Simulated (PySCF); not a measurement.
**SiNH3 (SMILES [N][SiH3]) at UPBE0/STO-6G**

Aim: the energy change on altering one bond length of SiNH3 at UPBE0/STO-6G, from 2 runs. The job is set up through a Python script.

The results are computed with PySCF 2.14.0.

15 further runs of the same task are left out: 4 that didn't finish, 11 set aside as unsound or not needed.

### 1 The system as given

SiNH3: 5 atoms, total charge 0, spin state triplet. As SMILES, `[N][SiH3]`. The shape is that of a GFN2-xTB optimisation.

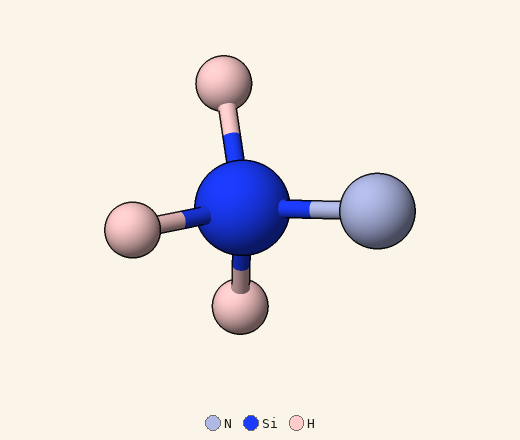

Viewed from a chosen angle; nitrogen light blue, silicon blue, hydrogen pink.

### 2 A single-point energy at UPBE0/STO-6G

The input, calc.py:

```python
# [N][SiH3]
from pyscf import gto, dft

molecule = gto.Mole()
molecule.atom = '''
N       -1.536630       0.334330       0.479510
Si       0.010240      -0.002340      -0.003820
H        0.064950      -0.313200      -1.445390
H        0.555100      -1.162980       0.727210
H        0.906340       1.144190       0.242490
'''
molecule.basis = 'sto-6g'
molecule.max_memory = 1860
molecule.charge = 0
molecule.verbose = 4
molecule.spin = 2
molecule.build()

mf = dft.UKS(molecule, xc='pbe0')
mf.conv_tol = 1e-10
mf.grids.level = 5
mf.kernel()
if not mf.converged:
    mf = mf.newton().run(mf.mo_coeff, mf.mo_occ)

etot = mf.e_tot
print(f'total energy: {etot:.8f} hartree')
```

Launch:

```console
$ OMP_NUM_THREADS=1 python calc.py
```

The log of the run:

```text
PySCF version 2.14.0

[... 53 lines left out ...]
WARN: HOMO -0.220116000458035 >= LUMO -0.220172475803278
[... 42 lines left out ...]
converged SCF energy = -344.505238494359  <S^2> = 2.0053305  2S+1 = 3.0035515
total energy: -344.50523849 hartree
```

It took 3.6 s on 1 thread of Intel Xeon Platinum 8559C (Emerald Rapids), shared host; peak memory 0.2 GiB.

### 3 The distorted shape

The input, job.py:

```python
from pyscf import gto, dft

mol = gto.M(
    atom=[
    ('N', (-2.253530, -0.582919, 0.282457)),
    ('Si', (-0.706660, -0.919589, -0.200873)),
    ('H', (-0.651950, -1.230449, -1.642443)),
    ('H', (-0.161800, -2.080229, 0.530157)),
    ('H', (0.906340, 1.144190, 0.242490)),
],
    verbose=3,
    spin=2,
    basis='sto-6g',
    max_memory=1860,
)

mf = dft.UKS(mol, xc='pbe0')
mf.conv_tol = 1e-10
mf.grids.level = 5
mf.kernel()
if not mf.converged:
    mf = mf.newton().run(mf.mo_coeff, mf.mo_occ)

e_tot = mf.e_tot
print('Final energy', e_tot)
```

Launch:

```console
$ OMP_NUM_THREADS=1 python job.py
```

The log of the run:

```text
WARN: HOMO -0.184138323956546 >= LUMO -0.22011271574833

WARN: HOMO 0.0630924031499644 >= LUMO 0.050891073110673

converged SCF energy = -344.359238168825  <S^2> = 2.3363004  2S+1 = 3.2163957
Final energy -344.35923816882496
```

Wall time 4.8 s (1 thread of Intel Xeon Platinum 8559C (Emerald Rapids), shared host); peak memory 0.2 GiB.

### 4 Results

Level: UPBE0/STO-6G.

| quantity | value |
| --- | --- |
| first shape: total energy | -344.50524 Eh |
| first shape: dipole moment | 1.35 D |
| first shape: HOMO energy (highest over α and β) | -5.38 eV |
| first shape: LUMO energy (lowest over α and β) | 1.18 eV |
| first shape: ⟨S²⟩ | 2.005 |
| distorted shape: total energy | -344.35924 Eh |
| distorted shape: dipole moment | 1.80 D |
| distorted shape: HOMO energy (highest over α and β) | -4.55 eV |
| distorted shape: LUMO energy (lowest over α and β) | 1.21 eV |
| distorted shape: ⟨S²⟩ | 2.336 |
| energy change with the Si2–H5 bond stretched from 1.476 to 2.657 Å | 3.973 eV |

**Reading.** With the Si2–H5 bond stretched from 1.476 to 2.657 Å the energy rises by 3.97 eV (383 kJ/mol). The first shape isn't relaxed at this level, so the change isn't measured from a minimum. The minimal basis adds a large error of its own. ⟨S²⟩ (distorted shape) is 2.34 where a pure triplet has 2.00: the reference is spin-contaminated.
